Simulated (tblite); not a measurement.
# C3H15GeNSi2: the cost of one run

Computed with tblite 0.8.0 and PySCF 2.14.0, with density-fitted response routines of our own, on a single molecule in the gas phase. Atoms count from 0, in the outputs and in this text.

## 1. The starting structure

22 atoms, charge 0, multiplicity 1; geometry from: force field or distance geometry start.

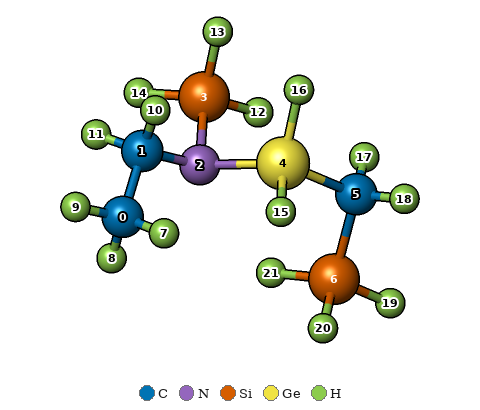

The starting geometry (carbon blue, nitrogen purple, silicon orange, germanium yellow, hydrogen green), atoms numbered; sticks join atoms by distance.

## 2. Relaxing the molecule with GFN2-xTB

The job: settings as JSON, then the geometry in Å.

```
{"job": {"kind": "relax", "xc": "GFN2-xTB", "basis": "xTB"}, "charge": 0, "multiplicity": 1}
C     -1.775100    -1.749800     1.200700
C     -1.983100    -0.415700     0.461600
N     -0.752400    -0.056600    -0.267700
Si    -1.163300     1.173800    -1.543600
Ge     0.484900     0.755700     0.885100
C      2.183500     0.992600    -0.038000
Si     2.751600    -0.639100    -0.741200
H     -1.026000    -1.644400     2.014600
H     -1.447200    -2.533400     0.488300
H     -2.749200    -2.065700     1.662400
H     -2.275700     0.372400     1.192500
H     -2.835400    -0.574000    -0.226700
H      0.031700     1.478800    -2.316100
H     -1.672700     2.391000    -0.907100
H     -2.188900     0.629200    -2.437400
H      0.741700    -0.124800     2.135400
H     -0.043900     2.138100     1.354300
H      2.072700     1.723600    -0.856800
H      2.943500     1.367600     0.692800
H      4.051800    -0.463900    -1.402900
H      2.885400    -1.614500     0.355600
H      1.755700    -1.121500    -1.706600
```

Started as:

```sh
> OMP_NUM_THREADS=1 python probes_run.py task.json out
```

One launch serves the whole session: the jobs run in the order shown.

**Question.** How long does this first job take on 1 thread of Arm Neoverse N1, shared host, and how much memory does it need?

About 3.5 s, with a peak of 0.19 GiB.
